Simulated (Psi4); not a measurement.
**[ICl2]− (SMILES Cl[I-]Cl) at 4 levels**

Aim: a comparison of 4 runs (HF-D3(BJ)/STO-3G, wB97X/def2-SVPD, BLYP/def2-TZVP, A-CCSD(T)/def2-SVP) of [ICl2]−. 

Program for the calculation: Psi4 1.11.

2 further runs of the same task are left out: 1 that didn't finish, 1 set aside as unsound or not needed.

## (1) The system as given

The species is [ICl2]− (3 atoms), meant as a singlet with charge -1. SMILES: `Cl[I-]Cl`. The coordinates come from a GFN2-xTB relaxation.

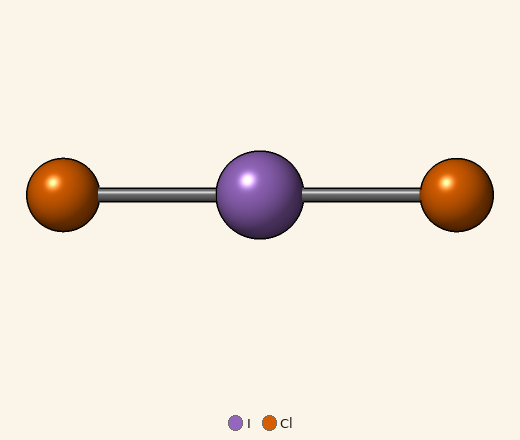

The structure, seen from a chosen angle (iodine purple, chlorine orange).

## (2) A single-point energy at HF-D3(BJ)/STO-3G (ddCOSMO carbon tetrachloride) (run 1)

Input file calc.py:

```python
import psi4

psi4.set_memory(1600000000)
psi4.set_num_threads(1)
psi4.set_output_file('run.log', False)

m = psi4.geometry("""
-1 1
I     -0.00034015    -0.00018897    -0.00058582
Cl    -0.03543236    -0.04499438     4.91572567
Cl     0.03577252     0.04518335    -4.91513986
units au
symmetry c1
no_reorient
no_com
""")

psi4.set_options({
    'reference': 'rhf',
    'guess': 'core',
    'e_convergence': 1e-07,
    'maxiter': 80,
    'scf_type': 'pk',
    'ddx': True,
    'ddx_model': 'cosmo',
    'ddx_solvent': 'carbontetrachloride',
    'ddx_radii_set': 'uff',
})

e_tot = psi4.energy('hf-d3bj2b/STO-3G', molecule=m)
print(f'hf-d3bj2b/STO-3G energy: {e_tot:.10f} Eh')
for k, v in sorted(psi4.core.scalar_variables().items()):
    print(f'{k:45s} {v:18.10f}')
```

Started as:

```console
python calc.py
```

run.log:

```text
[...]
  Running in c1 symmetry.
[...]
  Nuclear repulsion =  395.970650209986445
[...]
  Multiplicity = 1
[...]
  Nalpha       = 44
  Nbeta        = 44
[...]
    Number of basis functions: 45
[...]
   @RHF iter   1: -7758.47399696694993   -7.75847e+03   2.66710e-02 DIIS/ADIIS
[...]
   @RHF iter   6: -7759.88624777573023   -2.51603e-08   2.06854e-07 DIIS
[...]
    Orbital Energies [Eh]
    ---------------------
    Doubly Occupied:
       1A   -1164.386354     2A   -177.126584     3A   -168.409457
       4A   -168.408169     5A   -168.408169     6A   -103.389224
       7A   -103.388779     8A    -35.572013     9A    -32.510773
      10A    -32.504977    11A    -32.504977    12A    -23.327419
      13A    -23.325701    14A    -23.325701    15A    -23.320555
      16A    -23.320555    17A    -10.099008    18A    -10.098561
      19A     -7.541619    20A     -7.541134    21A     -7.538338
      22A     -7.538338    23A     -7.537931    24A     -7.537931
      25A     -6.511601    26A     -5.125546    27A     -5.105050
      28A     -5.105050    29A     -1.930933    30A     -1.924417
      31A     -1.924417    32A     -1.906115    33A     -1.906114
      34A     -0.812103    35A     -0.804706    36A     -0.569853
[...]
  @RHF Final Energy: -7759.88624777573023
   => Energetics <=
    Nuclear Repulsion Energy =            395.9706502099864451
    One-Electron Energy =              -11510.7735587336719618
    Two-Electron Energy =                3354.9843559633086443
    DD Solvation Energy =                 -0.0428346190045454
    Total Energy =                      -7759.8862477757311353
[...]
 Multipole Moments:
 ------------------------------------------------------------------------------------
     Multipole            Electronic (a.u.)      Nuclear  (a.u.)        Total (a.u.)
 ------------------------------------------------------------------------------------
 L = 1.  Multiply by 2.5417464519 to convert [e a0] to [Debye]
 Dipole X            :          0.0119301           -0.0122452           -0.0003151
 Dipole Y            :          0.0066452           -0.0068029           -0.0001577
 Dipole Z            :          0.0171334           -0.0210897           -0.0039562
 Magnitude           :                                                    0.0039719
[...]
```

Standard output:

```text
hf-d3bj2b/STO-3G energy: -7759.8862477757 Eh
CURRENT ENERGY                                  -7759.8862477757
CURRENT REFERENCE ENERGY                        -7759.8862477757
DD SOLVATION ENERGY                                -0.0428346190
DISPERSION CORRECTION ENERGY                       -0.0248605963
HF KINETIC ENERGY                                7747.2641114811
HF POTENTIAL ENERGY                            -15507.1503592568
HF TOTAL ENERGY                                 -7759.8185525604
HF-D3(BJ) DISPERSION CORRECTION ENERGY             -0.0248605963
NUCLEAR REPULSION ENERGY                          395.9706502100
ONE-ELECTRON ENERGY                            -11510.7735587337
PCM POLARIZATION ENERGY                             0.0000000000
PE ENERGY                                           0.0000000000
SCF ITERATION ENERGY                            -7759.8862477757
SCF ITERATIONS                                      6.0000000000
SCF TOTAL ENERGY                                -7759.8862477757
TWO-ELECTRON ENERGY                              3354.9843559633
```

Wall time 3.6 s (1 thread of Intel Xeon 6975P-C (Granite Rapids), shared host); peak memory 0.2 GiB.

## (3) Energy and gradient at wB97X/def2-SVPD (core potential) (run 2)

Input file job.dat:

```
memory 1600 MB

molecule {
  -1 1
  I     -0.000180    -0.000100    -0.000310
  Cl    -0.018750    -0.023810     2.601290
  Cl     0.018930     0.023910    -2.600980
  symmetry c1
}

set reference rks
set puream true
set e_convergence 1e-09
set d_convergence 1e-08
set scf_type pk
set dft_radial_points 99
set dft_spherical_points 590

E, wfn = gradient("wb97x/def2-SVPD", return_wfn=True)
oeprop(wfn, "MULLIKEN_CHARGES", "QUADRUPOLE", "WIBERG_LOWDIN_INDICES")
print_variables()
```

Started as:

```console
psi4 -n 1 job.dat job.out
```

job.out:

```text
[...]
    !!!  WARNING: ECP capability is in beta. Please check occupations closely.  !!!
[...]
  Running in c1 symmetry.
[...]
  Nuclear repulsion =  202.308148434804252
[...]
  Multiplicity = 1
[...]
  Nalpha       = 30
  Nbeta        = 30
[...]
    Number of basis functions: 89
[...]
   @RKS iter   1: -1217.58475073860154   -2.47449e+00   9.09608e-03 DIIS/ADIIS
[...]
   @RKS iter  12: -1218.00117523359040   -2.88765e-11   5.59035e-09 DIIS
[...]
    Orbital Energies [Eh]
    ---------------------
    Doubly Occupied:
       1A   -101.283148     2A   -101.282989     3A     -9.351781
       4A     -9.351619     5A     -7.117673     6A     -7.117504
       7A     -7.111558     8A     -7.111558     9A     -7.111400
      10A     -7.111400    11A     -6.819402    12A     -4.862590
      13A     -4.835809    14A     -4.835809    15A     -1.915040
      16A     -1.908086    17A     -1.908086    18A     -1.886346
      19A     -1.886345    20A     -0.753897    21A     -0.735003
      22A     -0.639161    23A     -0.336104    24A     -0.269825
      25A     -0.269825    26A     -0.243825    27A     -0.243825
      28A     -0.218761    29A     -0.190013    30A     -0.190013
[...]
  @RKS Final Energy: -1218.00117523359040
   => Energetics <=
    Nuclear Repulsion Energy =            202.3081484348042522
    One-Electron Energy =               -2203.3398389895169203
    Two-Electron Energy =                 841.8780015901313618
    DFT Exchange-Correlation Energy =     -58.8474862690090532
    Empirical Dispersion Energy =           0.0000000000000000
    VV10 Nonlocal Energy =                  0.0000000000000000
    Total Energy =                      -1218.0011752335904021
[...]
  -Total Gradient:
     Atom            X                  Y                   Z
    ------   -----------------  -----------------  -----------------
       1        0.000011323960    -0.000072349869     0.000000000005
       2        0.000009612129     0.001437224215    -0.000000000531
       3       -0.000020727235    -0.001369798311     0.000000000526
[...]
 Multipole Moments:
 ------------------------------------------------------------------------------------
     Multipole            Electronic (a.u.)      Nuclear  (a.u.)        Total (a.u.)
 ------------------------------------------------------------------------------------
 L = 1.  Multiply by 2.5417464519 to convert [e a0] to [Debye]
 Dipole X            :          0.0078718           -0.0076095            0.0002624
 Dipole Y            :         -0.0148308            0.0114564           -0.0033744
 Dipole Z            :          0.0000000           -0.0000000            0.0000000
 Magnitude           :                                                    0.0033846
 L = 2.  Multiply by 1.3450342976 to convert [e a0^2] to [Debye ang]
 Quadrupole XX       :        -42.8825359            0.0961095          -42.7864264
 Quadrupole XY       :         -9.1328007            8.8853585           -0.2474422
[...]
  Mulliken Charges: (a.u.)
   Center  Symbol    Alpha    Beta     Spin     Total
       1     I    12.28330 12.28330  0.00000  0.43339
       2    CL     8.85839  8.85839  0.00000 -0.71679
       3    CL     8.85830  8.85830  0.00000 -0.71661
   Total alpha = 30.00000, Total beta = 30.00000, Total charge = -1.00000
  Wiberg Bond Indices using Orthogonal Lowdin Orbitals:
[...]
```

Run time: 14 s. Hardware: 1 thread of Intel Xeon 6975P-C (Granite Rapids), shared host; peak memory 0.73 GiB.

Run 3 isn't shown in full; the table further down has it.

## (4) A single-point energy at A-CCSD(T)/def2-SVP (density fitting, core potential, density fitting for correlation) (run 4)

Input file calc.py:

```python
import psi4

psi4.set_memory(1600000000)
psi4.set_num_threads(1)
psi4.core.set_output_file('cl2i.out', False)

molecule = psi4.geometry("""
-1 1
I     -0.00034015    -0.00018897    -0.00058582
Cl    -0.03543236    -0.04499438     4.91572567
Cl     0.03577252     0.04518335    -4.91513986
units au
""")

psi4.set_options({
    'basis': 'def2-SVP',
    'reference': 'rhf',
    'num_frozen_docc': 14,
    'cc_type': 'df',
    'scf_type': 'df',
})

result = psi4.energy("a-ccsd(t)")
print('E =', round(result, 9))
```

Started as:

```console
python calc.py
```

cl2i.out:

```text
[...]
    !!!  WARNING: ECP capability is in beta. Please check occupations closely.  !!!
[...]
  Running in cs symmetry.
[...]
  Nuclear repulsion =  202.308148449125952
[...]
  Multiplicity = 1
[...]
  Nalpha       = 30
  Nbeta        = 30
[...]
    Number of basis functions: 62
[...]
   @DF-RHF iter   1: -1215.37150254150174   -3.88424e+00   7.06850e-03 ADIIS/DIIS
[...]
   @DF-RHF iter  11: -1215.44050268895353   -1.00044e-11   3.22868e-09 DIIS
[...]
    Orbital Energies [Eh]
    ---------------------
    Doubly Occupied:
       1Ap  -104.559767     2Ap  -104.559562     3Ap   -10.320451
       4Ap   -10.320242     5Ap    -7.795073     6Ap    -7.794863
       7Ap    -7.792937     1App   -7.792937     8Ap    -7.792730
       2App   -7.792730     9Ap    -7.603083    10Ap    -5.464421
       3App   -5.443630    11Ap    -5.443630    12Ap    -2.160152
       4App   -2.151801    13Ap    -2.151801    14Ap    -2.130103
       5App   -2.130103    15Ap    -0.857138    16Ap    -0.840984
      17Ap    -0.699388    18Ap    -0.333768    19Ap    -0.280373
       6App   -0.280373     7App   -0.249581    20Ap    -0.249581
      21Ap    -0.204910     8App   -0.193430    22Ap    -0.193430
[...]
  @DF-RHF Final Energy: -1215.44050268895353
   => Energetics <=
    Nuclear Repulsion Energy =            202.3081484491259516
    One-Electron Energy =               -2204.3313523219471790
    Two-Electron Energy =                 786.5827011838676981
    Total Energy =                      -1215.4405026889535293
[...]
 Multipole Moments:
 ------------------------------------------------------------------------------------
     Multipole            Electronic (a.u.)      Nuclear  (a.u.)        Total (a.u.)
 ------------------------------------------------------------------------------------
 L = 1.  Multiply by 2.5417464519 to convert [e a0] to [Debye]
 Dipole X            :          0.0079771           -0.0076095            0.0003676
 Dipole Y            :         -0.0148035            0.0114564           -0.0033471
 Dipole Z            :          0.0000000            0.0000000            0.0000000
 Magnitude           :                                                    0.0033672
[...]
	Warning: cc_lambda option is changed to TRUE
	For this residual convergence, default PCG convergence is:     1.00e-07
[...]
	DF-MP2 Total Energy (a.u.)         : -1215.82939561011403
[...]
	DF-CCSD Total Energy (a.u.)        : -1215.86101407199817
[...]
```

The script printed:

```text
E = -1215.869698779
```

Wall time 5.4 s (1 thread of Intel Xeon 6975P-C (Granite Rapids), shared host); peak memory 0.21 GiB.

## (5) Overview of the runs

| run | level | task | radii | energy (Eh) | HOMO energy (eV) | LUMO energy (eV) | HOMO–LUMO gap (eV) | wall time |
| --- | --- | --- | --- | --- | --- | --- | --- | --- |
| 1 | HF-D3(BJ)/STO-3G (ddCOSMO carbon tetrachloride) | energy | UFF | -7759.886248 | -3.80 | 6.75 | 10.55 | 3.6 s |
| 2 | wB97X/def2-SVPD (core potential) | gradient | – | -1218.001175 | -5.17 | 3.60 | 8.77 | 14 s |
| 3 | BLYP/def2-TZVP (core potential) | gradient | – | -1218.210959 | -1.18 | 1.58 | 2.76 | 19 s |
| 4 | A-CCSD(T)/def2-SVP (density fitting, core potential, density fitting for correlation) | energy | – | -1215.869699 | -5.26 | 5.86 | 11.12 | 5.4 s |

## (6) Results

| quantity | value |
| --- | --- |
| run 4: total energy | -1215.86970 Eh |
| run 4: HOMO energy (Hartree–Fock orbitals) | -5.26 eV |
| run 4: LUMO energy (Hartree–Fock orbitals) | 5.86 eV |
| run 4: HOMO–LUMO gap (to an unbound level, set by the basis) | 11.12 eV |
| run 4: correlation energy (14 core orbitals frozen) | -429.2 mEh |

What this shows: Over runs 1, 2, 3 the HOMO–LUMO gap runs from 2.76 eV (BLYP/def2-TZVP) to 10.55 eV (HF-D3(BJ)/STO-3G). The two ends differ in method and basis and solvent and core potential. The empty levels of an anion lie above zero and hang on the basis. Totals of different functionals can't be ranked against each other. Some runs of one species differ in core potentials or relativity; totals across that change don't compare. In run 1 the basis is minimal, so the values are rough. In run 1 relativity is left out where basis or elements ask for it. All runs together took 42 s, the longest 19 s.
